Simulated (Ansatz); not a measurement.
**Computed frozen-phonon scan: TiN (rock salt)**

Starting cell, TiN (rock salt):

```
TiN
1.0
    0.00000     4.24692     4.24692
    2.12346     0.00000     2.12346
    2.12346     2.12346     0.00000
N Ti
2 2
Cartesian
  0.00000   0.00000   0.00000
  2.12346   2.12346   4.24692
  2.12346   2.12346   2.12346
  2.12346   4.24692   4.24692
```

The atoms are displaced by Q × the pattern below (from a DFPT mode at L = (0.5, 0.0, 0.0), largest move 1; Q in Å), at fixed cell. It is one choice among 2 degenerate patterns. (q is in reciprocal vectors of the primitive cell; the cell shown is doubled to hold the pattern.)

```
atom       x       y       z
----  ------  ------  ------
Ti3    0.285  -0.520   0.805
Ti4   -0.285   0.520  -0.805
```

Atoms not listed stay in place.

Method: PBE (plane waves to 420 eV, PAW, scalar-relativistic; Ansatz, an electronic-structure program). k mesh 19×19×19 (Γ-centred), Fermi-Dirac smearing 0.05 eV. E stands for the smeared free energy. With partly filled bands, energies and forces of such displacements shift with the k mesh and the smearing. TiN is run without spin polarisation. TiN was relaxed with its symmetry unable to fall. ΔE is measured from the undisplaced structure.

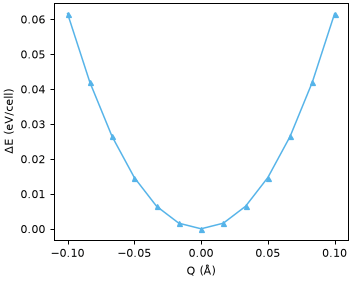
Figure: ΔE (eV/cell) against Q (Å); markers are the computed points, lines only join them.

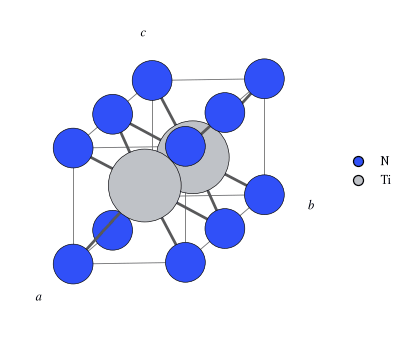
*The cell of the calculation at Q = 0.100 Å.*

Space group of the distorted cell: P-1 (No. 2), lowered from Fm-3m. Shape of the curve: a single well with its minimum at or next to zero displacement. Harmonic wavenumber from the curvature (finite differences): 181 cm⁻¹. Symmetry of the curve: even: the same for both signs. Wavenumber by perturbation theory (DFPT, on another k mesh): 181 cm⁻¹.

E″ = 11.49 eV/Å², M = Σ mᵢ|uᵢ|² = 95.7 u, ν̃ = 521.5·√(|E″|/M).

(A displaced cell: forces are minus the slopes of the energy, force constants its curvatures, and phonons follow from these.)
